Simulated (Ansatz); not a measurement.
**N2H (doublet): one geometry, many settings at angle N2–N1–H3 = 155.1°**

What do other methods and options give for N2H (doublet) at this geometry, and how long do they take?

Method: the settings change from run to run; program: Ansatz 0.2.0, Gaussian basis.

15 further runs of the same task are left out: 1 for a known fault of the program, 12 that didn't finish, 2 set aside as unsound or not needed.

## (1) The system

The geometry derives from a PBE0/def2-TZVP stationary point (not a proven minimum). One angle is set to the value named; bond lengths are kept.

3 atoms, charge 0, spin multiplicity 2.

Atoms are counted from 1 here; the program's logs count them from 0.

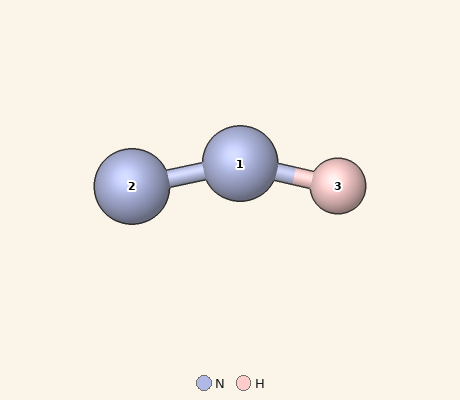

The structure; nitrogen light blue, hydrogen pink; atoms are numbered from 1 in the order of the file.

## (2) CASSCF(3,6)/cc-pVDZ

Input file in.yaml:

```yaml
crystal:
  periodic: [false, false, false]
  atoms:
    - {symbol: N, position_ang: [0.000000, 0.063185, 0.525268]}
    - {symbol: N, position_ang: [0.000000, -0.109620, -0.626516]}
    - {symbol: H, position_ang: [0.000000, 0.645280, 1.406973]}
basis:
  gaussian: {orbitals: cc-pVDZ}
magnetization: {spin_polarized: false, initial_magnetization: 1}
correlation: {active_space: {window: {electrons: 3, orbitals: 6}}}
scf: {lower_state_search: light}
output: {forces: true}
```

The run is started by

```
ansatz run in.yaml --threads 1 --pin off --events-out ev --progress --plain --max-ram 2393MiB
```

Log:

```text
Functional definition: HF
  name "HF"
  cite "Fock, Z. Phys. 61, 126 (1930) doi:10.1007/BF01340294"
  parent pbe
  exchange = exact_x
  correlation = 0
318 factors; integrals over basis functions are off by at most 1.4e-3 eV
mean field evaluation 1: about -2976.1651 eV, gradient 1.3e1 eV
mean field evaluation 2: about -2976.1666 eV, gradient 1.3e1 eV
mean field evaluation 4: about -2976.7408 eV, gradient 3.6e0 eV
mean field evaluation 8: about -2976.7874 eV, gradient 2.5e-1 eV
mean field evaluation 16: about -2976.1442 eV, gradient 4.9e-2 eV
mean field evaluation 32: about -2976.7824 eV, gradient 8.7e-1 eV
mean field -2976.78847747 eV, -109.3949588073 hartree, gradient 5.2e-6 eV, S^2 0.750000; 6 other end points of the search recorded, 0 dependent functions left out
reference -2976.78847747 eV, -109.3949588073 hartree; 8, 7 occupied and 25, 26 virtual orbitals, 318 factors
state -2978.02811966 eV, -109.4405148175 hartree
the orbitals are reached from a further start. From the first start the search ends at -2978.02025205 eV, -109.4402256883 hartree
the calculation of the forces begins
Total energy: -2978.02811966 eV, -109.4405148175 hartree
Atom 0 at     0.000000     0.063185     0.525268 Å, force     0.000000    -2.143610     3.028914 eV/Å
Atom 1 at     0.000000    -0.109620    -0.626516 Å, force    -0.000000     1.668354    -0.345167 eV/Å
Atom 2 at     0.000000     0.645280     1.406973 Å, force    -0.000000     0.475255    -2.683747 eV/Å
Dipole moment:     0.000000     0.273040     0.493610 e Å
```

Wall time 2.4 s (1 thread of Arm Neoverse V1, shared host).

From the report: 90 determinants; active occupations 1.92, 0.99, 0.07, 0.00, 0.00, 0.00.

## (3) CCSD(T) on ROHF/cc-pVDZ

in.yaml, as its differences from that of step 2:

```diff
@@ -9,4 +9,2 @@
 magnetization: {spin_polarized: false, initial_magnetization: 1}
-correlation: {active_space: {window: {electrons: 3, orbitals: 6}}}
-scf: {lower_state_search: light}
-output: {forces: true}
+correlation: {method: ccsd_t, electrons: valence}
```

Same command.

Log, shortened:

```text
Functional definition: HF
  name "HF"
  cite "Fock, Z. Phys. 61, 126 (1930) doi:10.1007/BF01340294"
  parent pbe
[...]
318 factors; integrals over basis functions are off by at most 1.4e-3 eV
[...]
mean field -2976.78847747 eV, -109.3949588073 hartree, gradient 5.2e-6 eV, S^2 0.750000; 6 other end points of the search recorded, 0 dependent functions left out
[...]
determinant -2976.78847747 eV, -109.3949588073 hartree, with singles and doubles -2985.65234542 eV, -109.7206999464 hartree
determinant -2976.14423784 eV, -109.3712834377 hartree, with singles and doubles -2984.95797045 eV, -109.6951821370 hartree
2 core orbitals not correlated: weight in the atoms' cores, before any rotation towards them, 1.000 or more for the frozen orbitals, at most 0.000 for the correlated occupied ones
reference -2976.78847747 eV, -109.3949588073 hartree; 6, 5 occupied and 25, 26 virtual orbitals, 318 factors
second order -8.47198738 eV of doubles, -0.11700134 eV of singles
cycle   1  -8.86354900 eV  change    3.2e-4 eV  update   2.0e-3
[...]
cycle   8  -8.86441071 eV  change    1.6e-6 eV  update   3.0e-6
perturbative correction -0.32545513 eV, -0.0119602554 hartree
Total energy: -2985.97834331 eV, -109.7326801477 hartree
```

Wall time 1.4 s (1 thread of Arm Neoverse V1, shared host).

From the report: correlation -9.1899 eV; T1 0.026; largest double amplitude 0.12.

## (4) MRCISD+Q(relaxed)(3,4)/cc-pVDZ

in.yaml, as its differences from that of step 3:

```diff
@@ -9,2 +9,3 @@
 magnetization: {spin_polarized: false, initial_magnetization: 1}
-correlation: {method: ccsd_t, electrons: valence}
+correlation: {method: fic_mrcisd_q_relaxed, electrons: outside_noble_gas, active_space: {window: {electrons: 3, orbitals: 4}, states: [{multiplicity: 2, weights: [1, 0.5, 0.5]}]}}
+scf: {lower_state_search: off}
```

Same command.

Log, shortened:

```text
Functional definition: HF
  name "HF"
  cite "Fock, Z. Phys. 61, 126 (1930) doi:10.1007/BF01340294"
  parent pbe
[...]
579 factors; integrals over basis functions are off by at most 1.8e-7 eV
[...]
mean field -2976.78850424 eV, -109.3949597912 hartree, gradient 5.2e-6 eV, S^2 0.750000; 0 other end points of the search recorded, 0 dependent functions left out
reference -2976.78850424 eV, -109.3949597912 hartree; 8, 7 occupied and 25, 26 virtual orbitals, 579 factors
state -2977.57269285 eV, -109.4237781908 hartree
state -2976.00554184 eV, -109.3661864536 hartree
state -2972.89184874 eV, -109.2517603428 hartree
contracted CI cycle   1: correlation 0.00000000 eV, 0.0000000000 hartree, residual 2.77e1 eV
contracted CI cycle   2: correlation -7.28272346 eV, -0.2676351507 hartree, residual 5.40e0 eV
contracted CI cycle   3: correlation -7.60685115 eV, -0.2795466237 hartree, residual 1.81e0 eV
[...]
contracted CI cycle  15: correlation -8.48702777 eV, -0.3118925177 hartree, residual 1.04e-2 eV
contracted CI cycle  16: correlation -8.48703216 eV, -0.3118926792 hartree, residual 1.31e-2 eV
contracted CI cycle  17: correlation -8.48703622 eV, -0.3118928282 hartree, residual 9.53e-3 eV
contracted CI cycle  18: correlation -8.48703797 eV, -0.3118928926 hartree, residual 4.72e-3 eV
contracted CI cycle  19: correlation -8.48703834 eV, -0.3118929062 hartree, residual 2.05e-3 eV
contracted CI cycle  20: correlation -8.48703841 eV, -0.3118929087 hartree, residual 8.78e-4 eV
contracted CI cycle  21: correlation -8.48703842 eV, -0.3118929091 hartree, residual 4.42e-4 eV
contracted CI cycle  22: correlation -8.48703842 eV, -0.3118929092 hartree, residual 2.07e-4 eV
state -2972.89184874 eV, -109.2517603428 hartree; corrected -2982.32278452 eV, -109.5983408401 hartree
Total energy: -2984.82880898 eV, -109.6904355405 hartree
Checks for a lower state left out: stability, starts, cluster_reference, orbital_swaps, neighbouring_geometries, increment
```

Run time: 1.5 s. Hardware: 1 thread of Arm Neoverse V1, shared host.

From the report: 12 determinants; active occupations (of the averaged states) 1.93, 0.50, 0.32, 0.25.

## (5) NEVPT4(SD)(1,2)/STO-3G

Input file in.yaml:

```yaml
crystal:
  periodic: [false, false, false]
  atoms:
    - {symbol: N, position_ang: [0.000000, 0.063185, 0.525268]}
    - {symbol: N, position_ang: [0.000000, -0.109620, -0.626516]}
    - {symbol: H, position_ang: [0.000000, 0.645280, 1.406973]}
basis:
  gaussian: {orbitals: STO-3G}
magnetization: {spin_polarized: false, initial_magnetization: 1}
correlation: {method: fic_nevpt4_sd, electrons: outside_noble_gas, active_space: {window: {electrons: 1, orbitals: 2}}}
```

Launched as before.

Log, shortened:

```text
Functional definition: HF
  name "HF"
  cite "Fock, Z. Phys. 61, 126 (1930) doi:10.1007/BF01340294"
  parent pbe
[...]
144 factors; integrals over basis functions are off by at most 3.5e-5 eV
[...]
mean field -2937.34676850 eV, -107.9455027372 hartree, gradient 2.5e-6 eV, S^2 0.750000; 6 other end points of the search recorded, 0 dependent functions left out
reference -2937.34676850 eV, -107.9455027372 hartree; 8, 7 occupied and 3, 4 virtual orbitals, 144 factors
state -2937.34676850 eV, -107.9455027372 hartree
state -2937.34676850 eV, -107.9455027372 hartree; corrected -2940.94067711 eV, -108.0775764424 hartree
WARN: 1 active orbitals are nearly empty or full. The corrections depend on them more than the energy does, and are more stable in an active space without them
Total energy: -2940.94067711 eV, -108.0775764424 hartree
```

It took 0.27 s on 1 thread of Arm Neoverse V1, shared host.

From the report: 1 determinant; active occupations 1.00, 0.00. The report marks this result as in doubt.

## (6) NEVPT4(SD)(7,4)/STO-3G

Input file in.yaml:

```yaml
crystal:
  periodic: [false, false, false]
  atoms:
    - {symbol: N, position_ang: [0.000000, 0.063185, 0.525268]}
    - {symbol: N, position_ang: [0.000000, -0.109620, -0.626516]}
    - {symbol: H, position_ang: [0.000000, 0.645280, 1.406973]}
basis:
  gaussian: {orbitals: STO-3G, point_charges: [{charge: -0.50, position_ang: [3.146, -0.066, -0.754]}]}
magnetization: {spin_polarized: false, initial_magnetization: 1}
correlation: {method: fic_nevpt4_sd, electrons: all, active_space: {window: {electrons: 7, orbitals: 4}}}
```

The command is unchanged.

Log:

```text
Functional definition: HF
  name "HF"
  cite "Fock, Z. Phys. 61, 126 (1930) doi:10.1007/BF01340294"
  parent pbe
  exchange = exact_x
  correlation = 0
144 factors; integrals over basis functions are off by at most 3.5e-5 eV
mean field evaluation 1: about -2936.6374 eV, gradient 1.3e1 eV
mean field evaluation 2: about -2936.6859 eV, gradient 1.3e1 eV
mean field evaluation 4: about -2937.2977 eV, gradient 1.0e0 eV
mean field evaluation 8: about -2937.3099 eV, gradient 4.2e-4 eV
mean field evaluation 16: about -2937.3085 eV, gradient 2.7e-1 eV
mean field -2937.30932416 eV, -107.9441266832 hartree, gradient 2.4e-6 eV, S^2 0.750000; 4 other end points of the search recorded, 0 dependent functions left out
reference -2937.30932416 eV, -107.9441266832 hartree; 8, 7 occupied and 3, 4 virtual orbitals, 144 factors
state -2937.30932416 eV, -107.9441266832 hartree
state -2937.30932416 eV, -107.9441266832 hartree; corrected -2940.92501669 eV, -108.0770009329 hartree
WARN: 3 active orbitals are nearly empty or full. The corrections depend on them more than the energy does, and are more stable in an active space without them
Total energy: -2940.92501669 eV, -108.0770009329 hartree
```

Run time: 0.24 s. Hardware: 1 thread of Arm Neoverse V1, shared host.

From the report: 4 determinants; active occupations 2.00, 2.00, 2.00, 1.00. The report marks this result as in doubt.

## (7) HF/6-31G*

Input file in.yaml:

```yaml
crystal:
  periodic: [false, false, false]
  atoms:
    - {symbol: N, position_ang: [0.000000, 0.063185, 0.525268]}
    - {symbol: N, position_ang: [0.000000, -0.109620, -0.626516]}
    - {symbol: H, position_ang: [0.000000, 0.645280, 1.406973]}
basis:
  gaussian: {orbitals: "6-31G*"}
magnetization: {spin_polarized: false, initial_magnetization: 1}
hamiltonian: {xc: hf}
output: {forces: true, orbitals: {seedname: orbitals}}
```

Launched as before.

Log, shortened:

```text
Functional definition: HF
  name "HF"
  cite "Fock, Z. Phys. 61, 126 (1930) doi:10.1007/BF01340294"
  parent pbe
[...]
308 factors; integrals over basis functions are off by at most 6.2e-4 eV
[...]
mean field -2976.40534863 eV, -109.3808790823 hartree, gradient 9.7e-6 eV, S^2 0.750000; 3 other end points of the search recorded, 0 dependent functions left out
[...]
reference -2976.40534863 eV, -109.3808790823 hartree; 8, 7 occupied and 24, 25 virtual orbitals, 308 factors
Total energy: -2976.40534863 eV, -109.3808790823 hartree
Atom 0 at     0.000000     0.063185     0.525268 Å, force    -0.000000    -2.309637     1.319758 eV/Å
Atom 1 at     0.000000    -0.109620    -0.626516 Å, force     0.000000     1.975305     1.605669 eV/Å
Atom 2 at     0.000000     0.645280     1.406973 Å, force     0.000000     0.334331    -2.925427 eV/Å
Dipole moment:     0.000000     0.289670     0.480739 e Å
```

Run time: 0.27 s. Hardware: 1 thread of Arm Neoverse V1, shared host.

## (8) All runs side by side

Where basis and cores are those of an earlier UCCSDT(Q)/cc-pVDZ run (-2986.0275 eV), and the state is the same kind, the miss against it is given. † marks a result that the program doubts.

| level | correlated | functions | energy (eV) | from UCCSDT(Q) (meV) | time |
| --- | --- | --- | --- | --- | --- |
| CASSCF(3,6)/cc-pVDZ |  | 33 | -2978.0281 | 7999.4 | 2.4 s |
| CCSD(T) on ROHF/cc-pVDZ | valence | 33 | -2985.9783 | 49.1 | 1.4 s |
| MRCISD+Q(relaxed)(3,4)/cc-pVDZ (mean of several states) | outside noble gas | 33 | -2984.8288 |  | 1.5 s |
| NEVPT4(SD)(1,2)/STO-3G † | outside noble gas | 11 | -2940.9407 |  | 0.27 s |
| NEVPT4(SD)(7,4)/STO-3G (beside a point charge) † | all | 11 | -2940.9250 |  | 0.24 s |
| HF/6-31G* |  | 32 | -2976.4053 |  | 0.27 s |

## (9) Outcome

| quantity | value |
| --- | --- |
| runs | 6 |
| quickest | NEVPT4(SD)(7,4)/STO-3G (beside a point charge) †, 0.24 s |
| slowest | CASSCF(3,6)/cc-pVDZ, 2.4 s |

**Reading.** Total energies in different bases, with other cores or another treatment of relativity can't be set against each other. CASSCF(3,6)/cc-pVDZ took 10 times as long as NEVPT4(SD)(7,4)/STO-3G (beside a point charge) †; the jobs differ in more than the method. Hartree-Fock, CASSCF and CASCI lack dynamic correlation by design.
